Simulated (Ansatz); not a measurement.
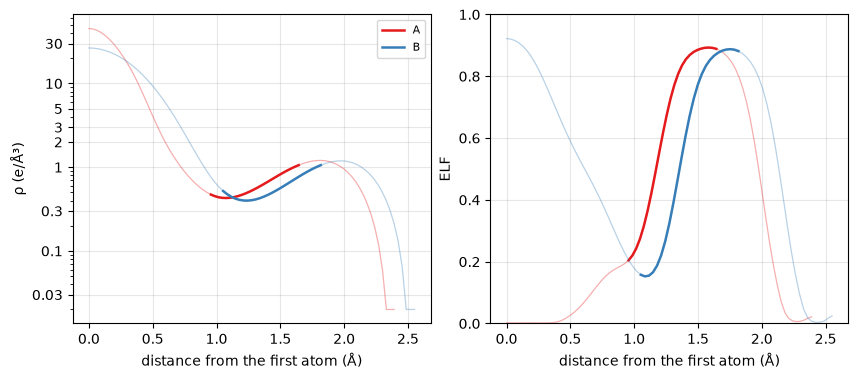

ZnCd₂S₃. Valence charge density (pseudo) and ELF along straight lines between neighbouring atoms. Thin, pale parts lie inside the atomic spheres.

Space group I-4m2; a structure generated by program, which may or may not match a known phase.

All numbers below come from Ansatz, DFT PBE, scalar-relativistic, plane waves, PAW.

In a PAW calculation such maps are meaningful between the atoms, not at the nuclei.

> Which curve belongs to which contact (Cd–S and Zn–S)? The first atom named is at distance zero.

Curve A: Zn–S (2.39 Å): the density is about 0.47 e/Å³ at the midpoint; the ELF peaks at about 0.90 in the valence shell of S, 0.8 Å from its nucleus, and is about 0.55 at the midpoint. Curve B: Cd–S (2.55 Å): the density is about 0.4 e/Å³ at the midpoint; the ELF peaks at about 0.90 in the valence shell of S, 0.8 Å from its nucleus, and is about 0.30 at the midpoint.
